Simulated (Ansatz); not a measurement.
# FH3Si: interaction energy of a dimer with the counterpoise correction, by script

How strongly do two molecules of FH3Si bind, and how much of that is basis error? Aim: the interaction energy of a dimer with the counterpoise correction, for FH3Si, run from a script.

All numbers are computed with Ansatz 0.2.0, driven from Python. Level of theory: r2SCAN+D4/cc-pVDZ.

### Step 1. The system

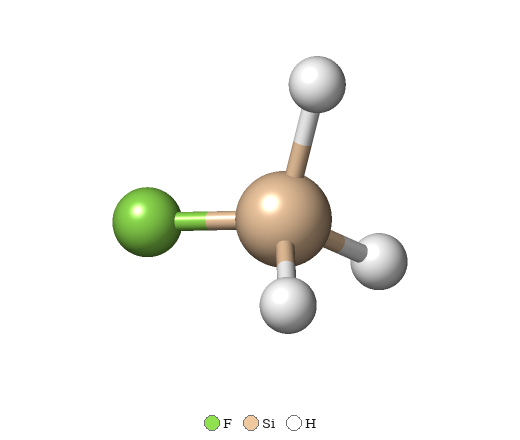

The starting structure, viewed from a chosen angle; fluorine green, silicon light orange, hydrogen white.

No structure file is read: the coordinates are typed or built in the script.

### Step 2. The script

File run_dimer.py:

```python
'''Binding of a FH3Si dimer at a trial geometry.'''

import ansatz

params = {
    'basis': 'cc-pVDZ',
    'xc': 'r2SCAN',
    'vdw': 'd4',
}

FIRST = [
    ('F', (-1.284, 0.174, 0.8595)),
    ('Si', (0.0014, 0.002, -0.0106)),
    ('H', (-0.3863, -0.166, -1.4543)),
    ('H', (0.7849, -1.196, 0.4758)),
    ('H', (0.884, 1.1858, 0.1297)),
]
SECOND = [
    ('F', (-3.7469, 1.2273, 2.5591)),
    ('Si', (-3.7658, 1.9689, 1.1848)),
    ('H', (-2.4128, 1.8619, 0.5361)),
    ('H', (-4.1443, 3.4172, 1.3968)),
    ('H', (-4.7909, 1.3771, 0.291)),
]

def energy(atoms, ghosts=()):
    molecule = ansatz.Crystal.molecule()
    for symbol, xyz in atoms:
        molecule = molecule.atom(symbol, xyz)
    calc = (
        molecule.calculation()
        .basis(gaussian=params['basis'])
        .functional(params['xc'], dispersion=params['vdw'])
        .accuracy('medium')
    )
    deck = calc.input()
    if ghosts:
        deck = deck.set(ansatz.key.basis.gaussian.ghost_atoms, [{'symbol': s, 'position_ang': list(xyz)} for s, xyz in ghosts])
    return ansatz.Session.from_dict(deck).plan().execute().report['free_energy_ev']

# monomers in their own basis and in the basis of the dimer
both = energy(FIRST + SECOND)
alone = energy(FIRST) + energy(SECOND)
ghosted = energy(FIRST, SECOND) + energy(SECOND, FIRST)
print(f'dimer {both:.6f} eV')
print(f'interaction, uncorrected   {23.060548 * (both - alone):8.3f} kcal/mol')
print(f'interaction, counterpoise  {23.060548 * (both - ghosted):8.3f} kcal/mol')
print(f'basis-set superposition    {23.060548 * (alone - ghosted):8.3f} kcal/mol')
```

### Step 3. Running it

On the command line:

```console
$ python run_dimer.py
```

The program printed:

```text
dimer -21284.428859 eV
interaction, uncorrected      1.832 kcal/mol
interaction, counterpoise     3.389 kcal/mol
basis-set superposition       1.557 kcal/mol
```

It took 14 s on 1 thread of Arm Neoverse V2, shared host; peak memory 0.2 GiB.

### Step 4. The runs side by side

From the records of these 5 runs:

```tsv
run	system	ghost atoms	energy (eV)	SCF cycles	CPU time (s)
1	F2H6Si2	not set	-21284.4289	13	4.6
2	FH3Si	not set	-10642.2541	12	1.3
3	FH3Si	not set	-10642.2542	12	1.3
4	FH3Si	a list of 5	-10642.3169	12	3.2
5	FH3Si	a list of 5	-10642.2589	12	3.2
```

Totals carry meaning only in balanced differences at one level of theory.

### Step 5. Results

| quantity | value |
| --- | --- |
| interaction energy, uncorrected | 1.832 kcal/mol |
| interaction energy, counterpoise | 3.389 kcal/mol |
| runs compared | 5 |

In words: The pair is unbound at this geometry and level. Uncorrected it is 1.832 kcal/mol, with the counterpoise correction 3.389 kcal/mol; the difference, 1.56 kcal/mol, is the superposition error. The pose is repulsive. The dimer is a generated trial pose of unrelaxed monomers, not a minimum, so the figure is no binding energy, and the basis set is small.
